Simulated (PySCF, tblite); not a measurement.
# C₆H₁₁F₂NSi: geometry, infrared bands and NMR shifts

What infrared bands and NMR shifts should C₆H₁₁F₂NSi (`C=C1[SiH2]N(C)C[C@@H]1C(F)F`) show?

The runs use tblite 0.8.0 and PySCF 2.14.0, with density-fitted response routines of our own; the level of theory stands in each step. All values are computed, except where a source is named. Atoms are numbered from 0 throughout.

### 1 Starting geometry

21 atoms, charge 0, multiplicity 1; geometry from: force field or distance geometry start.

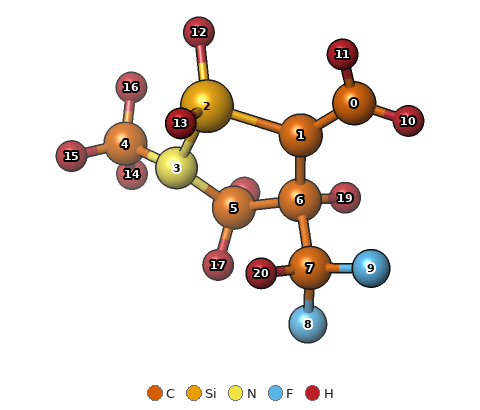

The starting geometry (carbon orange, silicon amber, nitrogen yellow, fluorine blue, hydrogen red), atoms numbered.

### 2 Geometry optimisation with GFN2-xTB

What the job is given:

```
{"job": {"kind": "relax", "xc": "GFN2-xTB", "basis": "xTB"}, "charge": 0, "multiplicity": 1}
C      0.563600     2.625900    -0.301400
C      0.246400     1.350600    -0.132600
Si    -1.432100     0.725900     0.353300
N     -1.036700    -0.965200     0.153600
C     -2.032700    -1.789900    -0.438000
C      0.278800    -1.088000    -0.318600
C      1.079000     0.144100    -0.238400
C      2.064800    -0.012400     0.916100
F      2.772200    -1.200200     0.668800
F      2.898500     1.055300     1.072300
H      1.541900     2.976600    -0.577800
H     -0.237300     3.385500    -0.161500
H     -2.474000     1.218800    -0.535000
H     -1.607500     1.040900     1.749600
H     -1.528100    -2.608800    -0.980300
H     -2.631600    -2.246700     0.393800
H     -2.657400    -1.276600    -1.186600
H      0.791000    -1.894200     0.267700
H      0.258800    -1.430500    -1.364000
H      1.693600     0.231000    -1.151000
H      1.440100    -0.225400     1.809600
```

The run is started by

```console
OMP_NUM_THREADS=1 python probes_run.py task.json out
```

One launch serves the whole session: the jobs run in the order shown.

The program printed:

```text
step      E/eV     max force
  0    -885.66979    2.863
  1    -885.96315    1.089
  2    -886.04835    0.742
  3    -886.13883    0.696
  4    -886.17382    0.639
  5    -886.20332    0.440
  6    -886.22506    0.409
  7    -886.25151    0.450
  8    -886.27276    0.294
  9    -886.29052    0.275
 10    -886.30589    0.310
 11    -886.32315    0.407
 12    -886.34069    0.338
 13    -886.35410    0.264
 14    -886.36293    0.199
 15    -886.37013    0.234
 16    -886.37647    0.201
 17    -886.38113    0.139
 18    -886.38451    0.140
 19    -886.38785    0.195
 20    -886.39152    0.191
 21    -886.39477    0.119
 22    -886.39707    0.121
 23    -886.39887    0.111
 24    -886.40077    0.129
 25    -886.40270    0.097
 26    -886.40438    0.094
 27    -886.40583    0.101
 28    -886.40734    0.115
 29    -886.40903    0.118
 30    -886.41061    0.078
 31    -886.41180    0.076
 32    -886.41281    0.078
 33    -886.41393    0.081
 34    -886.41523    0.081
 35    -886.41653    0.091
 36    -886.41772    0.086
 37    -886.41890    0.079
 38    -886.42024    0.082
 39    -886.42165    0.088
 40    -886.42293    0.084
 41    -886.42407    0.069
 42    -886.42523    0.087
 43    -886.42650    0.084
 44    -886.42768    0.076
 45    -886.42859    0.073
 46    -886.42942    0.066
 47    -886.43043    0.072
 48    -886.43163    0.081
 49    -886.43287    0.073
 50    -886.43404    0.143
 51    -886.43528    0.071
 52    -886.43682    0.080
 53    -886.43862    0.085
 54    -886.44027    0.088
 55    -886.44209    0.112
 56    -886.44412    0.101
 57    -886.44619    0.102
 58    -886.44792    0.099
 59    -886.44972    0.088
 60    -886.45209    0.114
 61    -886.45486    0.124
 62    -886.45728    0.127
 63    -886.45954    0.097
 64    -886.46122    0.101
 65    -886.46313    0.115
 66    -886.46469    0.108
 67    -886.46622    0.071
 68    -886.46727    0.062
 69    -886.46802    0.054
 70    -886.46851    0.045
 71    -886.46896    0.051
 72    -886.46949    0.043
 73    -886.47009    0.044
 74    -886.47066    0.046
 75    -886.47113    0.042
 76    -886.47154    0.038
 77    -886.47192    0.037
 78    -886.47223    0.037
 79    -886.47244    0.026
 80    -886.47260    0.024
 81    -886.47276    0.021
 82    -886.47292    0.025
 83    -886.47305    0.022
 84    -886.47315    0.023
 85    -886.47327    0.022
 86    -886.47341    0.026
 87    -886.47356    0.029
 88    -886.47369    0.022
 89    -886.47381    0.024
 90    -886.47396    0.025
 91    -886.47417    0.037
 92    -886.47439    0.038
 93    -886.47461    0.036
 94    -886.47487    0.035
 95    -886.47524    0.043
 96    -886.47573    0.058
 97    -886.47627    0.058
 98    -886.47688    0.071
 99    -886.47769    0.077
100    -886.47887    0.082
101    -886.48051    0.118
102    -886.48236    0.097
103    -886.48239    0.164
104    -886.48488    0.190
105    -886.48651    0.101
106    -886.48800    0.065
107    -886.49206    0.119
108    -886.49527    0.219
109    -886.49896    0.165
110    -886.50254    0.140
111    -886.50664    0.164
112    -886.51064    0.136
113    -886.51440    0.138
114    -886.51762    0.253
115    -886.51603    0.542
116    -886.52440    0.129
117    -886.52705    0.109
118    -886.53119    0.125
119    -886.53235    0.097
120    -886.53427    0.073
121    -886.53582    0.100
122    -886.53742    0.079
123    -886.53858    0.067
124    -886.53958    0.065
125    -886.54042    0.073
126    -886.54123    0.078
127    -886.54186    0.062
128    -886.54244    0.056
129    -886.54296    0.053
130    -886.54340    0.051
131    -886.54419    0.060
132    -886.54487    0.069
133    -886.54556    0.079
134    -886.54628    0.074
135    -886.54709    0.057
136    -886.54787    0.068
137    -886.54846    0.076
138    -886.54888    0.067
139    -886.54926    0.049
140    -886.54964    0.039
141    -886.54997    0.044
142    -886.55024    0.053
143    -886.55049    0.055
144    -886.55080    0.044
145    -886.55124    0.049
146    -886.55162    0.042
147    -886.55189    0.034
148    -886.55208    0.032
149    -886.55228    0.034
150    -886.55254    0.031
151    -886.55285    0.034
152    -886.55313    0.038
153    -886.55335    0.039
154    -886.55350    0.024
155    -886.55362    0.020
156    -886.55372    0.022
157    -886.55378    0.020
158    -886.55383    0.018
159    -886.55389    0.016
160    -886.55395    0.019
161    -886.55401    0.020
162    -886.55407    0.016
163    -886.55412    0.015
164    -886.55417    0.012
165    -886.55422    0.019
166    -886.55428    0.018
167    -886.55434    0.012
168    -886.55439    0.015
169    -886.55444    0.017
170    -886.55449    0.019
171    -886.55452    0.012
172    -886.55454    0.008
```

Wall time 2.5 s (1 thread of Arm Neoverse N1, shared host).

Step by step: (not every step is listed)

| step | energy from step 0 (eV) | largest force (eV/Å) |
| --- | --- | --- |
| 0 | 0.0000 | 2.8627 |
| 1 | -0.2934 | 1.0890 |
| 2 | -0.3786 | 0.7423 |
| 3 | -0.4690 | 0.6956 |
| 4 | -0.5040 | 0.6386 |
| 5 | -0.5335 | 0.4396 |
| 6 | -0.5553 | 0.4095 |
| 7 | -0.5817 | 0.4504 |
| 8 | -0.6030 | 0.2939 |
| 23 | -0.7291 | 0.1114 |
| 38 | -0.7505 | 0.0819 |
| 53 | -0.7688 | 0.0849 |
| 68 | -0.7975 | 0.0618 |
| 83 | -0.8033 | 0.0220 |
| 98 | -0.8071 | 0.0711 |
| 113 | -0.8446 | 0.1385 |
| 128 | -0.8727 | 0.0559 |
| 143 | -0.8807 | 0.0549 |
| 158 | -0.8840 | 0.0181 |
| 167 | -0.8845 | 0.0120 |
| 168 | -0.8846 | 0.0151 |
| 169 | -0.8846 | 0.0172 |
| 170 | -0.8847 | 0.0191 |
| 171 | -0.8847 | 0.0120 |
| 172 | -0.8847 | 0.0077 |

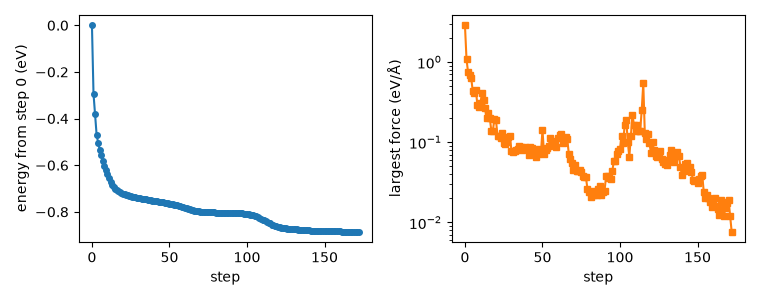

Energy and largest force along the relaxation.

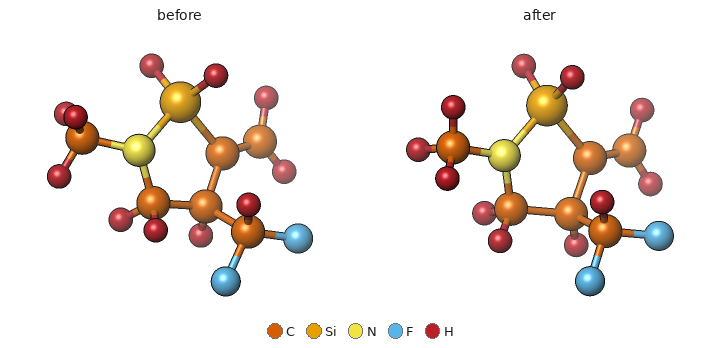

The geometry before (left) and after (right).

Close pairs (by a distance rule), those that changed most:

| bond | before (Å) | after (Å) | change (Å) |
| --- | --- | --- | --- |
| C5–C6 | 1.471 | 1.531 | +0.060 |
| C7–F8 | 1.404 | 1.359 | -0.045 |
| N3–C5 | 1.403 | 1.447 | +0.044 |
| C1–C6 | 1.470 | 1.508 | +0.038 |
| C0–H11 | 1.113 | 1.077 | -0.036 |
| C4–H15 | 1.122 | 1.087 | -0.035 |
| Si2–N3 | 1.748 | 1.718 | -0.030 |
| C1–Si2 | 1.856 | 1.881 | +0.025 |

The next job starts from the end point, and lists it.

### 3 Infrared spectrum with GFN2-xTB

What the job is given:

```
{"job": {"kind": "ir", "xc": "GFN2-xTB", "basis": "xTB"}, "charge": 0, "multiplicity": 1}
C      0.694885     2.656673    -0.282183
C      0.270128     1.414392    -0.132234
Si    -1.444619     0.799214     0.335196
N     -1.008760    -0.816306    -0.053139
C     -1.892999    -1.943717    -0.135379
C      0.230735    -0.948111    -0.788093
C      1.143603     0.208510    -0.371427
C      1.835379    -0.146356     0.941344
F      2.638156    -1.233742     0.796922
F      2.650328     0.853300     1.356611
H      1.701588     2.895234    -0.590627
H      0.045309     3.493214    -0.089179
H     -2.478187     1.440904    -0.488883
H     -1.803793     0.862991     1.754491
H     -1.390142    -2.848327     0.219453
H     -2.763104    -1.757542     0.488654
H     -2.232010    -2.123277    -1.162707
H      0.693652    -1.915196    -0.558656
H      0.058141    -0.910918    -1.873207
H      1.921481     0.395265    -1.117579
H      1.121307    -0.359263     1.750149
```

The program printed:

```text
mode    cm-1     km/mol
  1      57.7      0.82
  2      65.0      0.53
  3      74.6      0.30
  4     135.4      0.86
  5     150.4      4.19
  6     212.0      4.41
  7     255.2      2.50
  8     263.5      4.14
  9     322.6      0.14
 10     358.0     12.65
 11     377.9     13.52
 12     413.1      2.77
 13     436.9      3.61
 14     503.9      0.67
 15     518.9     16.32
 16     557.7    137.59
 17     636.0     52.54
 18     678.9      3.24
 19     690.3     24.87
 20     712.6     20.97
 21     735.2    202.58
 22     821.1    241.36
 23     913.4     17.33
 24     919.2     17.17
 25     944.1      4.63
 26    1012.9      4.61
 27    1023.7    186.97
 28    1061.0     76.64
 29    1076.0     16.71
 30    1095.6     60.28
 31    1114.3     20.26
 32    1168.8      3.20
 33    1199.3     23.03
 34    1206.3     26.51
 35    1219.9     23.71
 36    1239.6     25.74
 37    1268.0      1.02
 38    1275.8     69.57
 39    1313.5     22.06
 40    1350.1     35.21
 41    1417.8      0.33
 42    1420.7      0.38
 43    1483.9      3.09
 44    1499.9      5.56
 45    1506.9      1.86
 46    1708.4      4.59
 47    2197.7    421.48
 48    2247.5    228.67
 49    2860.8     59.11
 50    2898.5     63.59
 51    2902.5     31.31
 52    2925.8     37.70
 53    2947.4     68.63
 54    2955.8     37.06
 55    3038.4     30.39
 56    3075.7     31.43
 57    3118.6     32.21
```

Wall time 1.6 s (1 thread of Arm Neoverse N1, shared host).

The strongest bands and the atoms that carry them (share of the mass-weighted mode):

| cm⁻¹ | km/mol | atoms |
| --- | --- | --- |
| 558 | 137.6 | H13 27 %, C1 27 %, H12 19 %, Si2 14 % |
| 735 | 202.6 | Si2 29 %, H12 15 %, H13 15 % |
| 821 | 241.4 | H13 47 %, H12 43 % |
| 1024 | 187.0 | C7 55 %, F8 23 % |
| 1061 | 76.6 | C7 37 %, F9 19 % |
| 1276 | 69.6 | N3 21 %, H19 15 %, C6 15 %, C5 12 % |
| 2198 | 421.5 | H12 83 %, H13 13 % |
| 2248 | 228.7 | H13 84 %, H12 14 % |

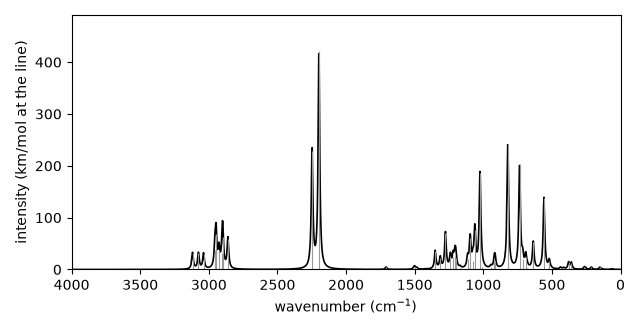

The infrared spectrum from these modes, unscaled. Lines are broadened to a width of 14 cm⁻¹ (Lorentzian).

### 4 Shielding tensors: PBE0/pcSseg-1

Same as in step 3 but for these lines:

```diff
@@ -1,2 +1,2 @@
-{"job": {"kind": "ir", "xc": "GFN2-xTB", "basis": "xTB"}, "charge": 0, "multiplicity": 1}
+{"job": {"kind": "nmr", "xc": "PBE0", "basis": "pcSseg-1"}, "charge": 0, "multiplicity": 1}
 C      0.694885     2.656673    -0.282183
```

Level: GIAO PBE0/pcSseg-1 NMR shielding, non-relativistic, gas phase.

The program printed:

```text
coarse grid: 18200 points
cycle   1  E = -778.2881765842  dE =  1.388e+00  |g| = 7.418e-01  |ddm| = 4.137e+00
cycle   2  E = -778.2144118800  dE =  7.376e-02  |g| = 1.023e+00  |ddm| = 1.212e+00
cycle   3  E = -778.3898773703  dE = -1.755e-01  |g| = 7.293e-02  |ddm| = 7.262e-01
cycle   4  E = -778.3906508936  dE = -7.735e-04  |g| = 3.866e-02  |ddm| = 9.590e-02
cycle   5  E = -778.3909876031  dE = -3.367e-04  |g| = 9.805e-03  |ddm| = 4.332e-02
cycle   6  E = -778.3910057262  dE = -1.812e-05  |g| = 4.375e-03  |ddm| = 1.110e-02
cycle   7  E = -778.3910103479  dE = -4.622e-06  |g| = 7.882e-04  |ddm| = 3.778e-03
final grid: 172472 points
cycle   8  E = -778.4627436253  dE = -6.284e-05  |g| = 8.831e-03  |ddm| = 4.003e-02
cycle   9  E = -778.4627347040  dE =  8.921e-06  |g| = 1.125e-02  |ddm| = 1.812e-02
cycle  10  E = -778.4627621333  dE = -2.743e-05  |g| = 1.456e-03  |ddm| = 1.058e-02
cycle  11  E = -778.4627625040  dE = -3.708e-07  |g| = 3.809e-04  |ddm| = 1.456e-03
cycle  12  E = -778.4627625315  dE = -2.750e-08  |g| = 1.717e-04  |ddm| = 4.275e-04
cycle  13  E = -778.4627625382  dE = -6.672e-09  |g| = 3.555e-05  |ddm| = 1.690e-04
cycle  14  E = -778.4627625385  dE = -2.740e-10  |g| = 1.106e-05  |ddm| = 4.141e-05
converged SCF energy = -778.4627625385

GIAO shielding tensors (ppm)
atom      isotropic    diamagn.    paramagn.     s11        s22        s33       span
  0 C       46.395     250.866    -204.470    -73.737     53.613    159.310    233.047
  1 C       34.750     264.546    -229.796    -69.592     27.770    146.074    215.666
  2 Si     387.208     882.664    -495.456    342.834    360.048    458.741    115.907
  3 N      241.258     330.169     -88.911    192.978    251.189    279.609     86.632
  4 C      149.751     240.705     -90.954    124.695    138.165    186.394     61.699
  5 C      128.980     246.385    -117.405     99.352    122.638    164.950     65.598
  6 C      129.730     249.616    -119.886    120.850    127.138    141.202     20.352
  7 C       64.761     246.119    -181.358     43.501     69.193     81.589     38.088
  8 F      312.631     472.943    -160.312    216.810    345.699    375.384    158.574
  9 F      315.854     471.705    -155.850    217.597    339.238    390.729    173.132
 10 H       25.150      30.585      -5.436     20.759     24.491     30.199      9.440
 11 H       25.594      29.899      -4.305     22.309     24.240     30.232      7.923
 12 H       26.733      30.237      -3.504     23.354     24.334     32.511      9.157
 13 H       26.678      30.476      -3.798     23.276     24.573     32.185      8.909
 14 H       29.082      28.093       0.989     24.043     27.140     36.063     12.019
 15 H       28.806      27.989       0.817     23.765     26.746     35.907     12.142
 16 H       29.066      27.311       1.755     24.370     26.405     36.424     12.053
 17 H       28.649      31.970      -3.321     24.073     28.638     33.236      9.164
 18 H       28.461      31.593      -3.132     23.956     27.057     34.370     10.414
 19 H       28.968      33.032      -4.064     26.769     27.210     32.926      6.157
 20 H       25.864      30.134      -4.270     23.380     26.652     27.560      4.180
```

Wall time 99 s (1 thread of Arm Neoverse N1, shared host); peak memory 1.1 GiB.

The references, computed at this level on geometries of the same kind, shield at (ppm): 1H TMS 31.72, 13C TMS 186.9, 29Si TMS 349.2, 19F CFCl3 170.9, 15N NH3 267.7. Their shielding less the atom's gives the shift. The references are single molecules in the gas phase, so shifts against H2O, NH3, PH3, H3PO4 or CFCl3 are not on the usual liquid scales and can be off by tens of ppm. Atoms listed in one row are averaged.

| atoms | environment | σ (ppm) | δ (ppm) | δ scaled to CDCl3 |
| --- | --- | --- | --- | --- |
| C1 | fully substituted alkene carbon | 34.8 | 152.2 | 146.6 |
| C0 | terminal =CH2 carbon | 46.4 | 140.5 | 135.2 |
| C7 | sp3 CH bonded to 2 F | 64.8 | 122.2 | 117.3 |
| C5 | sp3 CH2 bonded to N | 129.0 | 57.9 | 54.6 |
| C6 | allylic sp3 CH | 129.7 | 57.2 | 53.9 |
| C4 | methyl carbon bonded to N | 149.8 | 37.2 | 34.4 |
| H10 | hydrogen on a terminal =CH2 carbon | 25.15 | 6.57 | 6.30 |
| H11 | hydrogen on a terminal =CH2 carbon | 25.59 | 6.12 | 5.88 |
| H20 | hydrogen on an sp3 CH bonded to 2 F | 25.86 | 5.85 | 5.62 |
| H13 | hydrogen on a silicon bonded to C, N, in a 5-membered ring | 26.68 | 5.04 | – |
| H12 | hydrogen on a silicon bonded to C, N, in a 5-membered ring | 26.73 | 4.98 | – |
| H18 | hydrogen on an sp3 CH2 bonded to N | 28.46 | 3.26 | 3.18 |
| H17 | hydrogen on an sp3 CH2 bonded to N | 28.65 | 3.07 | 3.00 |
| H19 | hydrogen on an allylic sp3 CH | 28.97 | 2.75 | 2.70 |
| H14, H15, H16 | hydrogen on a methyl carbon bonded to N | 28.98 | 2.73 | 2.68 |
| Si2 | silicon bonded to C, N, 2 H, in a 5-membered ring | 387.2 | -38.0 | – |
| N3 | nitrogen bonded to 2 C, Si, in a 5-membered ring | 241.3 | 26.5 | – |
| F8 | fluorine of a CF2 group | 312.6 | -141.7 | – |
| F9 | fluorine of a CF2 group | 315.9 | -144.9 | – |

The scaled column applies a straight-line fit of computed shieldings to shifts measured in CDCl3, and one for carbons that bear F (root-mean-square error 0.16 ppm for H, 1.9 ppm for C).

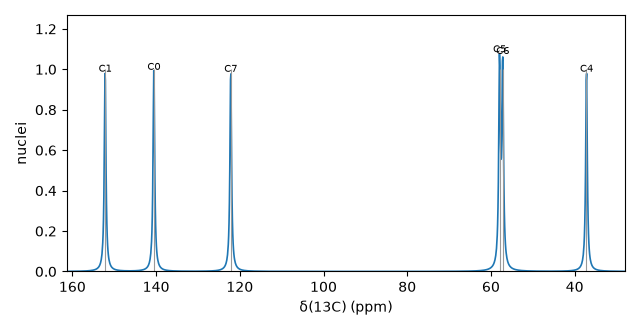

13C lines at the computed shifts, without couplings. Lines are broadened to a width of 0.46 ppm (Lorentzian).

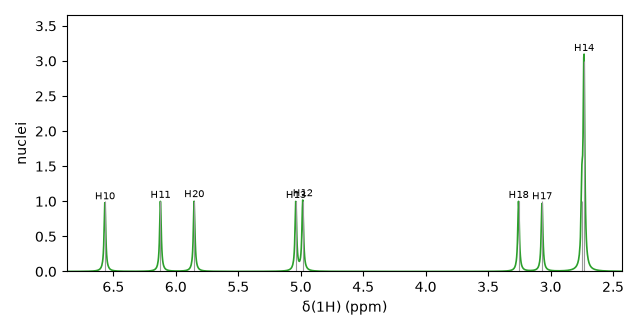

1H lines at the computed shifts, without couplings. Lines are broadened to a width of 0.02 ppm (Lorentzian).

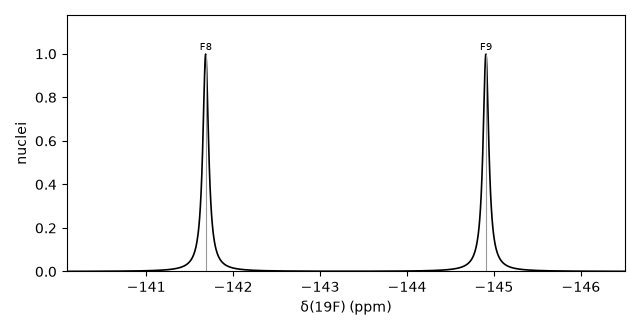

19F lines at the computed shifts, without couplings. Lines are broadened to a width of 0.08 ppm (Lorentzian).

Charges from the same density, by scheme (e):

| atoms | Mulliken | IAO | Hirshfeld | ESP fit |
| --- | --- | --- | --- | --- |
| C0 | -0.02 | -0.28 | -0.09 | -0.46 |
| C1 | -0.51 | -0.27 | -0.09 | -0.08 |
| Si2 | 0.82 | 0.86 | 0.36 | 0.57 |
| N3 | -0.82 | -0.51 | -0.17 | -0.14 |
| C4 | -0.04 | -0.30 | -0.07 | -0.50 |
| C5 | 0.10 | -0.15 | -0.03 | -0.16 |
| C6 | -0.34 | -0.15 | -0.05 | -0.23 |
| C7 | 0.62 | 0.45 | 0.15 | 0.44 |
| F8 | -0.31 | -0.31 | -0.11 | -0.24 |
| F9 | -0.30 | -0.30 | -0.11 | -0.23 |

Mulliken charges:

C0 -0.02; C1 -0.51; Si2 0.82; N3 -0.82; C4 -0.04; C5 0.10; C6 -0.34; C7 0.62; F8 -0.31; F9 -0.30; H10 0.11; H11 0.11; H12 -0.11; H13 -0.09; H14 0.11; H15 0.11; H16 0.10; H17 0.12; H18 0.12; H19 0.13; H20 0.10

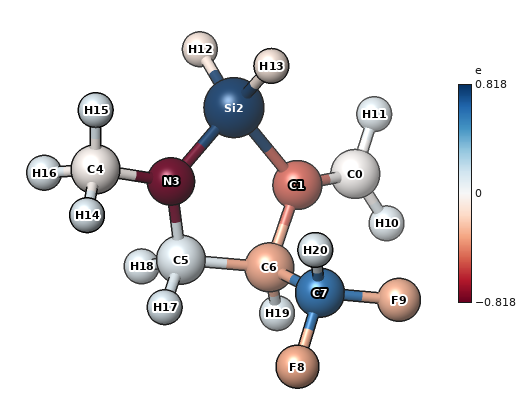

Mulliken charges, as colours on the atoms.

Mayer bond orders: C0–C1 2.00, C1–Si2 0.85, Si2–N3 0.96, N3–C4 0.97, N3–C5 0.91, C5–C6 1.01, C6–C7 0.96, C7–F8 0.93, C7–F9 0.96, C6–C1 0.96.

Ring of atoms C1, Si2, N3, C5, C6: NICS(0) -3.9, NICS(1) -2.7, NICS(1)zz -1.9 ppm (means of both faces).

Orbitals, density, ELF and potential are computed afterwards from the orbital file.

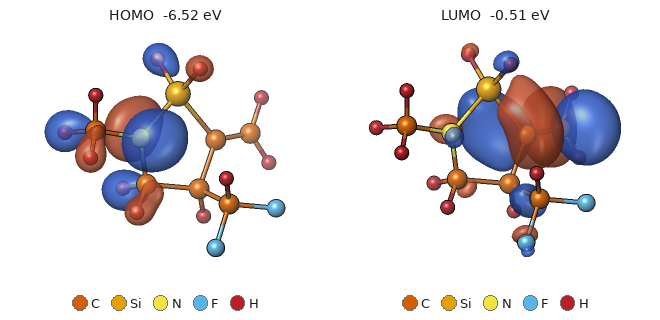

Frontier orbitals at PBE0/pcSseg-1; each surface holds 70 % of the orbital's density, blue and red mark the sign.

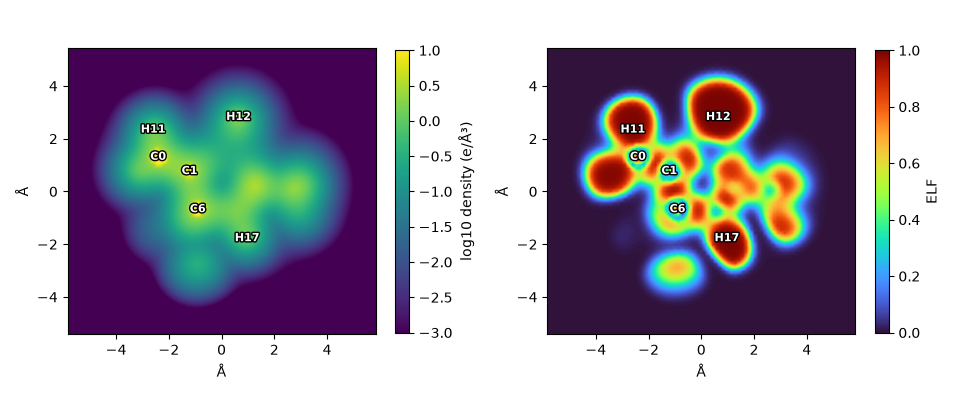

Density (left) and ELF (right) in a plane through or near 6 of the atoms.

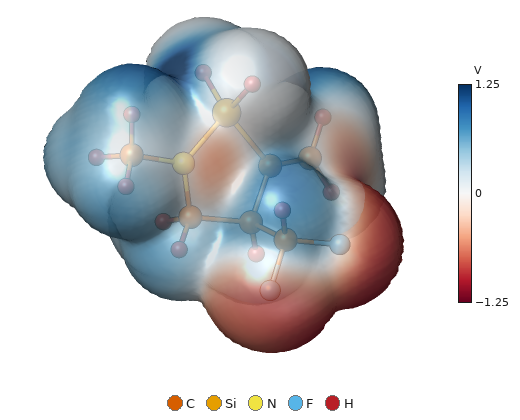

Electrostatic potential on the surface of density 0.002 e/bohr³; red is low, blue high. It runs from -0.98 V near F9 to 1.25 V near H15.

### 5 Summary of results

| quantity | value |
| --- | --- |
| strongest single infrared mode (GFN2-xTB) | 2198 cm⁻¹, 421 km/mol |
| zero-point energy (GFN2-xTB) | 99.5 kcal/mol |
| 13C shifts against TMS (PBE0/pcSseg-1) | 152.2, 140.5, 122.2, 57.9, 57.2, 37.2 ppm |
| 1H shifts against TMS (PBE0/pcSseg-1, means over atoms taken as alike) | 6.57, 6.12, 5.85, 5.04, 4.98, 3.26, 3.07, 2.75, 2.73 ppm |
| 29Si shifts against TMS (PBE0/pcSseg-1) | -38.0 ppm |
| 15N shifts against NH3 (PBE0/pcSseg-1) | 26.5 ppm |
| 19F shifts against CFCl3 (PBE0/pcSseg-1) | -141.7, -144.9 ppm |
| surface potential, least and greatest | -0.98 V and 1.25 V |

In words: Over 172 steps the energy fell by 0.885 eV; of the close pairs, C5–C6 changed most, 1.471 to 1.531 Å. No mode is imaginary among the 57: a minimum at this level. The strongest single mode, at 2198 cm⁻¹, moves mainly H12. Unscaled tight-binding wavenumbers are off by several per cent, some by more. Its intensities can rank the bands wrongly. The most deshielded carbon is C1 (fully substituted alkene carbon), at 152.2 ppm: the olefinic region. At PBE0/pcSseg-1: Shielding is most anisotropic at C0 (span 233 ppm, paramagnetic term -204 ppm). At PBE0/pcSseg-1, counted by nearest atom on the grid, the HOMO lies on N3 58 %; H16, H18 about 7 % each, the LUMO on C0, C1 about 28 % each; H10, H11 about 8 % each.
